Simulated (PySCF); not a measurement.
## A study: Cl3GeH, SMILES `Cl[GeH](Cl)Cl`

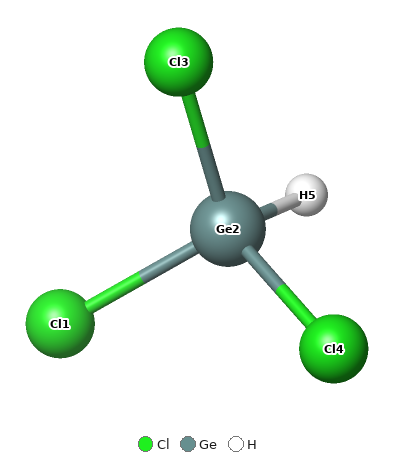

The molecule, with its atoms numbered as below. No frequency check shows the geometry to be a minimum.

Cartesian coordinates (Å):

```
Cl1     -1.5363   -1.2569    0.3001
Ge2     -0.0001    0.0001   -0.4178
Cl3     -0.3203    1.9588    0.3002
Cl4      1.8566   -0.7021    0.3002
H5       0.0008    0.0003   -1.9411
```

### 1. Bonding charge

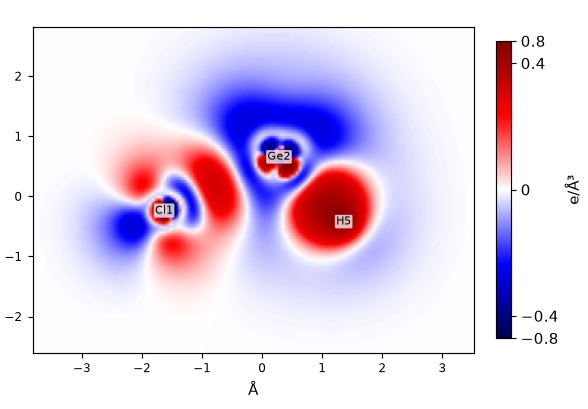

Deformation density (molecule less spherical, spin-averaged free atoms) in the plane of Cl1, Ge2 and H5; colour scale in e/Å³, logarithmic beyond ±0.1; red: gain, blue: loss.

Level of theory: PBE0/def2-TZVP (PySCF), at a geometry from GFN2-xTB.

> How much density has each bond in this plane gained at its critical point, relative to the free atoms?

Ge2–H5: +0.30 e/Å³ at the bond critical point (bond length 1.52 Å, Mayer order 0.9). Cl1–Ge2: +0.09 e/Å³ at the bond critical point (bond length 2.11 Å, Mayer order 1.1). In all, 1.1 electrons gather in the regions of gain relative to the promolecule. A small or negative value marks a very polar bond, one between electron-rich atoms, whose free-atom densities already overlap strongly, a long bond to a heavier atom, or a closed-shell contact such as a hydrogen bond.

> Where do the Hirshfeld charges lie?

The highest Hirshfeld charge is on Ge2 (+0.39 e), the lowest on Cl1, Cl3 and Cl4 (−0.12 e).

### 2. Bond critical points

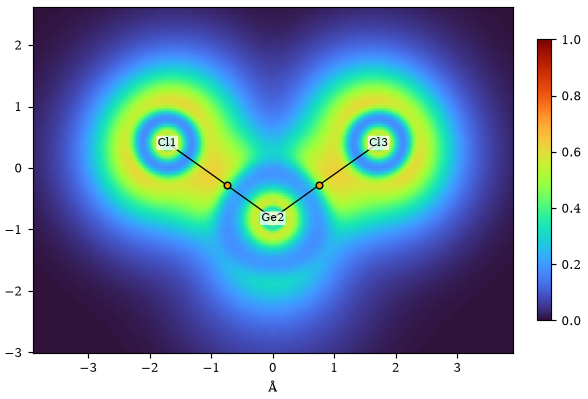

Localised orbital locator (LOL) in the plane of Cl1, Ge2 and Cl3, with bond paths and bond critical points (dots).

> What values does LOL take at the bond critical points in this plane?

Ge2–Cl3 and Cl1–Ge2: about 0.43. Values above 0.5 mark slow, localised electrons, as in shared pairs; low values at a critical point mark a polar or closed-shell contact whose critical point lies between the shells.

> Where along Ge2–Cl3 does the critical point lie?

0.92 Å from Ge2 and 1.19 Å from Cl3.

### 3. Local ionisation energy

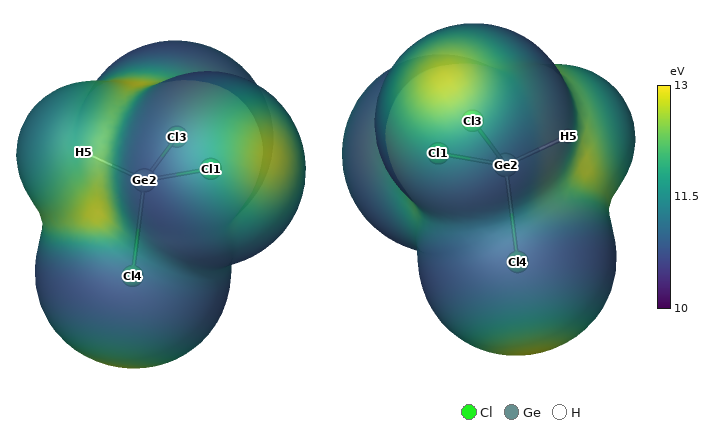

Average local ionisation energy on the surface of electron density 0.001 a.u. (back view left, front view right).

> Locate the minima of the map.

The lowest value is 10.8 eV, 2.1 Å from Cl3, and at like points elsewhere. For comparison, the highest occupied orbital lies at −9.4 eV.

### 4. In an electric field

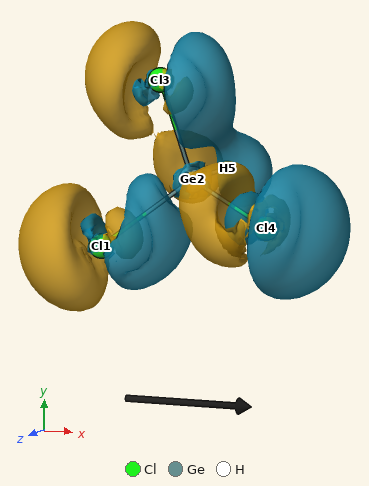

Change of the electron density in a uniform field of 0.21 V/Å along +x (arrow), surfaces at ±0.0015 e/Å³ (yellow: gain, teal: loss).

Computed with PySCF, PBE0/def2-TZVP, geometry: GFN2-xTB. A basis without diffuse functions makes polarisabilities too small.

> What dipole is induced, and what polarisability does it imply?

The induced dipole is 0.68 D (along the field); α along this axis, from the fields in both directions, is 67 bohr³ (10.0 Å³).

> Which atoms gain and lose the most charge?

Electrons gather most on Cl1 (Hirshfeld charge changes by −0.018 e) and leave Cl4 most (+0.022 e); 0.056 electrons are displaced in all.

### 5. Removing or adding an electron

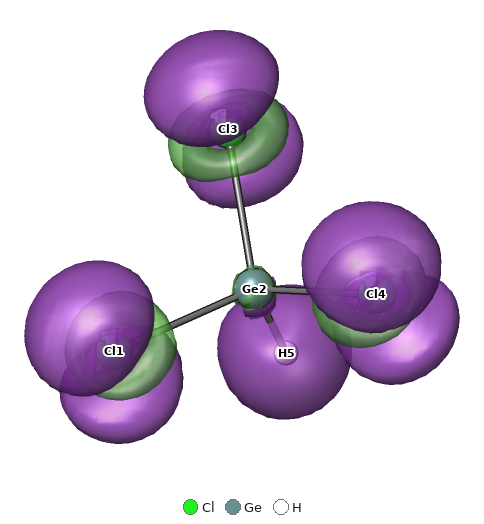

Fukui function f⁻ = ρ(N) − ρ(N−1) at fixed geometry, surfaces at ±0.02 e/Å³ (purple positive, green negative).

Computed with PySCF, PBE0/def2-TZVP, geometry: GFN2-xTB.

> Which atoms respond most to the removal of an electron?

f⁻ (Hirshfeld-condensed) is largest on Cl1, Cl3 and Cl4 (0.25 each); the vertical ionisation energy is 11.54 eV (the stability of the cation's solution wasn't checked). Condensed values hint at sites of electrophilic attack but needn't mark the atom that reacts. Orbital relaxation makes it negative in places (0.10 e in all).

The PySCF runs shown took 14 s, 35 s and 41 s on 1 thread of Intel(R) Xeon(R) Platinum 8259CL CPU @ 2.50GHz (Skylake/Cascade Lake), on a shared host.
